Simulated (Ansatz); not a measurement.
**ZrC (WC type): how the settings move a single-point run**

How sensitive is a single-point run of ZrC (WC type) to its settings? A reference run comes first, then three runs with altered input.

Method: reference: DFT r2SCAN, scalar-relativistic, plane waves, PAW, in Ansatz 0.2.0.

2 further runs of the same task are left out: 1 that didn't finish, 1 set aside as unsound or not needed. Runs told in other sessions of the task aren't counted.

## (1) The structure to begin with

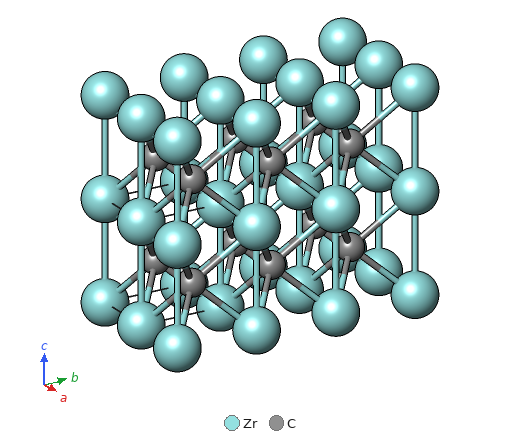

The starting structure, seen slightly off an axis (zirconium light teal, carbon grey). 2×3×2 cells are drawn. Atoms on the faces are drawn again on the opposite ones.

Coordinates:

```cif
data_structure
_symmetry_space_group_name_H-M 'P-6m2'
_symmetry_Int_Tables_number 187
_cell_length_a 3.2729
_cell_length_b 3.2729
_cell_length_c 2.9310
_cell_angle_alpha 90.000
_cell_angle_beta 90.000
_cell_angle_gamma 120.000
_cell_volume 27.19
loop_
_atom_site_label
_atom_site_type_symbol
_atom_site_symmetry_multiplicity
_atom_site_Wyckoff_symbol
_atom_site_fract_x
_atom_site_fract_y
_atom_site_fract_z
_atom_site_occupancy
Zr1 Zr 1 a 0.00000 0.00000 0.00000 1
C1 C 1 f 0.66667 0.33333 0.50000 1
```

## (2) The reference run

File input.yaml:

```yaml
crystal:
  lattice:
    - [3.272919481, 0.0, 0.0]
    - [-1.6364597405, 2.8344314151, 0.0]
    - [0.0, 0.0, 2.9310467534]
  atoms:
    - { symbol: Zr, position: [0.0, 0.0, 0.0] }
    - { symbol: C, position: [0.6666666667, 0.3333333333, 0.5] }
basis:
  ecutwfc: 500
  ecutrho_ratio: 4
kpoints:
  mp_grid: { grid: [12, 12, 12] }
  band_path:
    path:
      - [[0.0, 0.0, 0.0], [0.5, 0.0, 0.0], [0.33333333, 0.33333333, 0.0], [0.0, 0.0, 0.0], [0.0, 0.0, 0.5], [0.5, 0.0, 0.5], [0.33333333, 0.33333333, 0.5], [0.0, 0.0, 0.5]]
      - [[0.5, 0.0, 0.5], [0.5, 0.0, 0.0]]
      - [[0.33333333, 0.33333333, 0.5], [0.33333333, 0.33333333, 0.0]]
    npoints: 14
hamiltonian:
  xc: r2scan
scf:
  occupations: { method: gaussian, width: 0.05 }
  n_extra_bands: 11
output:
  forces: true
  stress: true
  eigenvalues: true
  populations: true
  dos: { projected: true, de: 0.02, nscf_kmesh: { grid: [18, 18, 18] } }
  bader: true
  write_density: true
  write_potential: true
  elf: true
  volumetric_format: npy
```

The run is started by

```console
$ ansatz run input.yaml --threads 2 --pin off --max-ram 2662MiB --backend cpu --events-out ev --progress --plain --runs-dir out
```

From the output:

```text
[...]
Basis set: ecut = 500 eV, 665 PW (Γ), exchange–correlation on 96×96×96 points (64 copies of the dense FFT grid, shifted against one another)
[...]
k-points: 133 of 1728 (time reversal used)
[...]
SCF iter   1: F=—  HF=-4447.139477 eV  |F-HF|=—  |Δ(HF+E_count)|=         —  Δρ=1.33e-2  dr2=5.93e-2  dr2_τ=1.12e-1  ethr=1.77e-3  ⟨swp⟩=5.5  Hψ=12114  notcnv=0  defer=293
preconditioner: auto → none  [metal: Δε(μ)=0.033 eV  Ē_g=15.546 eV  σ=0.050 eV  W_gap=0.33  n_scr=8 (ndim 8)  ℏωp=20.1 eV  f_vac=0.000  D(μ)=0.31/eV (n_scr^D=0)  sad-step TF]
SCF iter   2: F=—  HF=-4447.188600 eV  |F-HF|=—  |Δ(HF+E_count)|=   4.91e-2  Δρ=7.73e-3  dr2=1.65e-2  dr2_τ=7.09e-4  ethr=3.71e-4  ⟨swp⟩=2.2  Hψ=4892  notcnv=0  defer=692
[...]
SCF iter   6: F=—  HF=-4447.190025 eV  |F-HF|=—  |Δ(HF+E_count)|=   3.58e-6  Δρ=2.82e-5  dr2=1.62e-7  dr2_τ=2.52e-8  ethr=1.35e-8  ⟨swp⟩=2.0  Hψ=2393  notcnv=0  defer=692
SCF iter   7: F=-4447.190025 eV  HF=-4447.190025 eV  |F-HF|=1.73e-8  |Δ(HF+E_count)|=   1.92e-7  Δρ=9.36e-6  dr2=1.70e-8  dr2_τ=5.94e-10  ethr=6.25e-10  ⟨swp⟩=13.0  Hψ=16350  notcnv=0
[...]
SCF converged after 7 iterations
Free energy (F): -4447.190025 eV
[...]
E sigma→0 (E₀):  -4447.189694 eV
[...]
Fermi energy:    14.076218 eV
[...]
  P = ⅓ Tr σ = 0.0338 GPa (0.338 kbar)
[...]
```

Wall time 30 s (2 threads of Arm Neoverse V1, shared host); peak memory 0.44 GiB.

## (3) Changing settings: eigensolver.kind davidson

File input.yaml:

```yaml
crystal:
  lattice:
    - [3.272919481008, 0.0, 0.0]
    - [-1.636459740504, 2.834431415093, 0.0]
    - [0.0, 0.0, 2.9310467534]
  atoms:
    - { symbol: Zr, position: [-3.700743415525e-17, 0.0, 0.0] }
    - { symbol: C, position: [0.6666666666667, 0.3333333333333, 0.5] }
basis:
  ecutwfc: 500
  ecutrho_ratio: 4
kpoints:
  mp_grid: { grid: [12, 12, 12] }
hamiltonian:
  xc: r2scan
scf:
  occupations: { method: gaussian, width: 0.05 }
  eigensolver: { kind: davidson }
output:
  forces: true
  stress: true
  write_density: true
  write_potential: true
  elf: true
  volumetric_format: npy
```

The run is started by

```console
$ ansatz run input.yaml --threads 2 --pin off --max-ram 2662MiB --backend cpu --events-out ev --progress --plain --runs-dir out
```

The program printed, shortened:

```text
Warning: RAYON_NUM_THREADS=2 ignored (pool sized by the plan → 2); use --threads N
[...]
Pseudopotentials: kind: paw
Pseudopotential: Zr, paw, valence charge 12, recommended cutoff 500 eV (meta_gga), Zr.paw.azcp
Pseudopotential: C, paw, valence charge 4, recommended cutoff 500 eV (meta_gga), C.paw.azcp
Functional definition: r2SCAN
[...]
Crystal: 2 atoms, lattice volume = 27.191 Å³
Basis set: ecut = 500 eV, 665 PW (Γ), exchange–correlation on 96×96×96 points (64 copies of the dense FFT grid, shifted against one another)
Bands: 12, of which v1, the nominal top of the filled ones, is band 8 counted from 1 (7 counted from 0)
Symmetry: 12 space group operations
Space group: P-6m2 (ITA 187), of the structure as read, at distance tolerance 3.0e-5 Å
k-points: 133 of 1728 (time reversal used)
[...]
SCF iter   1: F=—  HF=-4447.138519 eV  |F-HF|=—  |Δ(HF+E_count)|=         —  Δρ=1.33e-2  dr2=6.01e-2  dr2_τ=1.12e-1  ethr=1.77e-3  ⟨swp⟩=5.1  Hψ=6567  notcnv=0
[...]
SCF iter   7: F=-4447.190025 eV  HF=-4447.190025 eV  |F-HF|=2.76e-8  |Δ(HF+E_count)|=   2.93e-7  Δρ=1.78e-5  dr2=7.74e-8  dr2_τ=2.29e-8  ethr=3.81e-9  ⟨swp⟩=3.6  Hψ=3511  notcnv=0
[...]
SCF converged after 7 iterations
Free energy (F): -4447.190025 eV
[...]
E sigma→0 (E₀):  -4447.189694 eV
Entropy (-TS):   -0.000663 eV (-0.331 meV/atom)
Fermi energy:    14.076173 eV
[...]
--- Forces (eV/Å), atoms counted from 1 ---
  atom   1  Zr    -0.00000000     0.00000000     0.00000000
  atom   2  C     -0.00000000     0.00000000     0.00000000
[...]
--- Stress (GPa, compression-positive) ---
       -0.012507       0.000000       0.000000
       -0.000000      -0.012507       0.000000
        0.000000       0.000000       0.126787
  P = ⅓ Tr σ = 0.0339 GPa (0.339 kbar)
--- Band table (eV; the first three rows and the last of 133) ---
  k-point 0: bands = ["-35.9046", "-13.0038", "-13.0038", "-12.5921", "2.3673", "12.3604", "12.3604", "12.9303", "15.8867", "19.5321", "19.5321", "19.7666"]
[...]
```

Wall time 8.2 s (2 threads of Arm Neoverse V1, shared host); peak memory 0.39 GiB.

Energy and cycle count are those of the reference, so the change (solver) left the result and the number of cycles as they were.

## (4) Variant: hubbard.sites [{species: Zr, l: d, u_eff: 5.0}], hubbard.double_counting fll, dr2_threshold 1.0e-05

File input.yaml:

```yaml
crystal:
  lattice:
    - [3.272919481008, 0.0, 0.0]
    - [-1.636459740504, 2.834431415093, 0.0]
    - [0.0, 0.0, 2.9310467534]
  atoms:
    - { symbol: Zr, position: [-3.700743415525e-17, 0.0, 0.0] }
    - { symbol: C, position: [0.6666666666667, 0.3333333333333, 0.5] }
basis:
  ecutwfc: 500
  ecutrho_ratio: 4
kpoints:
  mp_grid: { grid: [12, 12, 12] }
hamiltonian:
  xc: r2scan
  hubbard: { sites: [{ species: Zr, l: d, u_eff: 5.0 }], double_counting: fll }
scf:
  occupations: { method: gaussian, width: 0.05 }
  convergence: { dr2_threshold: 1.0e-05 }
output:
  forces: true
  stress: true
```

The run is started by

```console
$ ansatz run input.yaml --threads 2 --pin off --max-ram 2662MiB --backend cpu --events-out ev --progress --plain --runs-dir out
```

The program printed, shortened:

```text
Warning: scf.convergence.dr2_threshold = 1e-5 eV is looser than this run's default, which is 1e-7 eV or tighter. The error in the forces grows as the threshold's square root, so leave the key out unless less accurate forces are enough
Warning: output.stress: scf.convergence.dr2_threshold = 1e-5 eV is looser than the 2e-10 eV advised for a printed stress (1e-10 eV for each atom of the cell: 2). What an SCF threshold leaves in a stress goes as its square root, and in the free energy as the threshold itself, and one [...]
Warning: RAYON_NUM_THREADS=2 ignored (pool sized by the plan → 2); use --threads N
Zr: projections on atomic orbitals take those of the free atom [Ar 3d10] 4s2 4p6 4d2 5s2, of charge +0.00 (hamiltonian.pseudopotentials.projection_atoms); the dataset's partial waves leave at most 4.4e-6 of an orbital's norm unspanned inside its sphere
C: projections on atomic orbitals take those of the free atom [He] 2s2 2p2, of charge +0.00 (hamiltonian.pseudopotentials.projection_atoms); the dataset's partial waves leave at most 3.7e-9 of an orbital's norm unspanned inside its sphere
[...]
Pseudopotentials: kind: paw
[...]
Basis set: ecut = 500 eV, 665 PW (Γ), exchange–correlation on 96×96×96 points (64 copies of the dense FFT grid, shifted against one another)
Bands: 12, of which v1, the nominal top of the filled ones, is band 8 counted from 1 (7 counted from 0)
Symmetry: 12 space group operations
Space group: P-6m2 (ITA 187), of the structure as read, at distance tolerance 3.0e-5 Å
k-points: 133 of 1728 (time reversal used)
[...]
SCF iter   1: F=—  HF=-4443.760741 eV  |F-HF|=—  |Δ(HF+E_count)|=         —  Δρ=1.29e-1  dr2=7.71e0  dr2_τ=6.39e-1  ethr=3.10e-3  ⟨swp⟩=5.9  Hψ=8365  notcnv=0
[...]
SCF iter   9: F=-4442.374442 eV  HF=-4442.374443 eV  |F-HF|=5.14e-7  |Δ(HF+E_count)|=   5.02e-6  Δρ=5.40e-5  dr2=1.12e-6  dr2_τ=1.28e-8  ethr=6.25e-8  ⟨swp⟩=3.0  Hψ=6200  notcnv=0
[...]
SCF converged after 9 iterations
Free energy (F): -4442.374442 eV
[...]
E sigma→0 (E₀):  -4442.374222 eV
Entropy (-TS):   -0.000441 eV (-0.221 meV/atom)
Fermi energy:    14.770468 eV
[...]
--- Forces (eV/Å), atoms counted from 1 ---
  atom   1  Zr     0.00000000     0.00000000     0.00000000
  atom   2  C     -0.00000000     0.00000000     0.00000000
[...]
--- Stress (GPa, compression-positive) ---
        6.037337       0.000000       0.000000
        0.000000       6.037337       0.000000
        0.000000       0.000000      10.011259
  P = ⅓ Tr σ = 7.3620 GPa (73.620 kbar)
Occupation matrices written to <dir>
```

It took 8.1 s on 2 threads of Arm Neoverse V1, shared host; peak memory 0.43 GiB.

Changing the Hubbard U, double counting of the Hubbard term and convergence setting moves the energy by +2.41 eV/atom, and the pressure goes from 0.0 to 7.4 GPa. The U term adds an energy of its own, so the shift says nothing about which run is better.

## (5) Variant: ecutwfc 450 eV, scf.algorithm direct_min

File input.yaml:

```yaml
crystal:
  lattice:
    - [3.272919481008, 0.0, 0.0]
    - [-1.636459740504, 2.834431415093, 0.0]
    - [0.0, 0.0, 2.9310467534]
  atoms:
    - { symbol: Zr, position: [-3.700743415525e-17, 0.0, 0.0] }
    - { symbol: C, position: [0.6666666666667, 0.3333333333333, 0.5] }
basis:
  ecutwfc: "450 eV"
  ecutrho_ratio: 4
kpoints:
  mp_grid: { grid: [12, 12, 12] }
hamiltonian:
  xc: r2scan
scf:
  occupations: { method: gaussian, width: 0.05 }
  algorithm: direct_min
output:
  forces: true
  stress: true
```

The run is started by

```console
$ ansatz run input.yaml --threads 2 --pin off --max-ram 2662MiB --backend cpu --events-out ev --progress --plain --runs-dir out
```

The program printed, shortened:

```text
Warning: basis.ecutwfc = 450 eV is below the records' recommended 500 eV, and the density's cutoff is lower with it unless basis.ecutrho_ratio is high enough to keep the records' density cutoff: compare with a run at a higher cutoff
Warning: basis.ecutrho_ratio = 4 (ecutrho = 1800 eV) is below the records' recommended 2000 eV
Warning: RAYON_NUM_THREADS=2 ignored (pool sized by the plan → 2); use --threads N
[...]
Pseudopotentials: kind: paw
Pseudopotential: Zr, paw, valence charge 12, recommended cutoff 500 eV (meta_gga), Zr.paw.azcp
Pseudopotential: C, paw, valence charge 4, recommended cutoff 500 eV (meta_gga), C.paw.azcp
Functional definition: r2SCAN
[...]
Crystal: 2 atoms, lattice volume = 27.191 Å³
Basis set: ecut = 450 eV, 587 PW (Γ), exchange–correlation on 96×96×96 points (64 copies of the dense FFT grid, shifted against one another)
Bands: 12, of which v1, the nominal top of the filled ones, is band 8 counted from 1 (7 counted from 0)
Symmetry: 12 space group operations
Space group: P-6m2 (ITA 187), of the structure as read, at distance tolerance 3.0e-5 Å
[...]
SCF iter   5: F=-4447.187544 eV  HF=-4447.187544 eV  |F-HF|=1.03e-9  |Δ(HF+E_count)|=   5.45e-8  Δρ=6.56e-6  dr2=4.22e-9  dr2_τ=4.36e-9  ethr=3.43e-9  ⟨swp⟩=3.2  Hψ=3626  notcnv=0
[...]
SCF converged after 5 iterations
Stability not checked: this state was not tested for a lower state beside it, because a direct minimisation reached the state, and no test of it is asked (direct_minimisation; see scf.lower_state_search)
Free energy (F): -4447.187544 eV
[...]
E sigma→0 (E₀):  -4447.187213 eV
Entropy (-TS):   -0.000662 eV (-0.331 meV/atom)
Fermi energy:    14.076118 eV
[...]
--- Forces (eV/Å), atoms counted from 1 ---
  atom   1  Zr    -0.00000000     0.00000000     0.00000000
  atom   2  C     -0.00000000     0.00000000     0.00000000
[...]
--- Stress (GPa, compression-positive) ---
       -0.019274       0.000000       0.000000
        0.000000      -0.019274       0.000000
        0.000000       0.000000       0.113840
  P = ⅓ Tr σ = 0.0251 GPa (0.251 kbar)
--- Band table (eV; the first three rows and the last of 133) ---
  k-point 0: bands = ["-35.9041", "-13.0033", "-13.0033", "-12.5914", "2.3673", "12.3603", "12.3603", "12.9305", "15.8867", "19.5320", "19.5320", "19.7669"]
[...]
```

It took 9.6 s on 2 threads of Arm Neoverse V1, shared host; peak memory 0.44 GiB.

Changing the cutoff and solver moves the energy by +1.2 meV/atom. The lower cutoff gives the higher energy: the smaller basis describes the state less well. The log warns that the cutoff is under what these potentials recommend, so the shift is basis error.

## (6) Comparison

| run | ending | energy change | pressure (GPa) | gap (eV) | force (eV/Å) | cycles | time |
| --- | --- | --- | --- | --- | --- | --- | --- |
| reference | converged | 0 | 0.0 | 0.00 | 0.00 | 7 | 30 s |
| 1: eigensolver.kind davidson | converged | 0.0 meV/atom | 0.0 | 0.00 | 0.00 | 7 | 8.2 s |
| 2: hubbard.sites [{species: Zr, l: d, u_eff: 5.0}], hubbard.double_counting fll, dr2_threshold 1.0e-05 | converged | +2.41 eV/atom (Hubbard term changed: no physical gain or loss) | 7.4 | 0.00 | 0.00 | 9 | 8.1 s |
| 3: ecutwfc 450 eV, scf.algorithm direct_min | converged | +1.2 meV/atom | 0.0 | 0.00 | 0.00 | 5 | 9.6 s |

Times don't compare one to one where runs were asked for different outputs or read a saved state (see the inputs); cycles may leave out searches for a lower state.

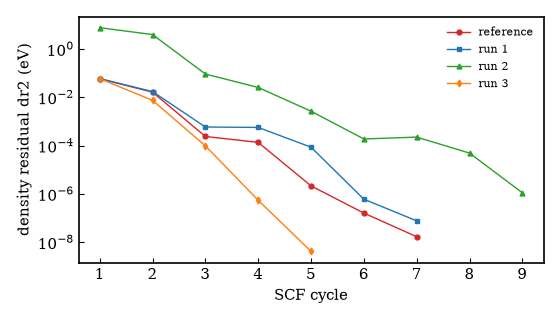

Residual by cycle in the longest SCF loop of each run; runs are numbered as in the table.

**Reading.** Of the converged runs whose energies compare with the reference's, «ecutwfc 450 eV, scf.algorithm direct_min» moves the energy most (+1.2 meV/atom). Run 3 ran under the cutoff that the potentials recommend, as the log warns, so basis error is mixed into its values. A changed U is a change of model: its shifts are not errors of convergence.
